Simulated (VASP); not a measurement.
```
Sb
1.0
    3.94806    -2.18362    -0.02048
    3.94806     2.18362    -0.02048
    2.75896     0.00000     3.56987
Sb
2
Direct
  0.23428   0.23428   0.23428
  0.76572   0.76572   0.76572
```

All values below come from PBE GGA with D3 dispersion (zero damping), VASP's PBE PAW potentials (set 64) (plane waves; VASP). Run with 520 eV cut-off, 8×8×8 Γ-centred mesh, tetrahedra with Blöchl corrections, potentials Sb.

Unless said otherwise, spin-orbit coupling is left out, though it shifts the bands of the heavy elements here.

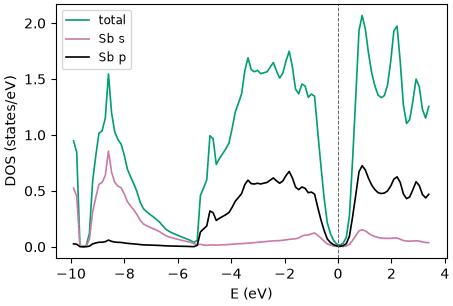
Total and projected density of states, zero at the Fermi level

Within 2 eV below the Fermi level the largest weight inside VASP's projection spheres is Sb p.

It has no gap at this level: it comes out as a metal or semimetal.

The compound is Sb in the a7 structure. It was relaxed first.
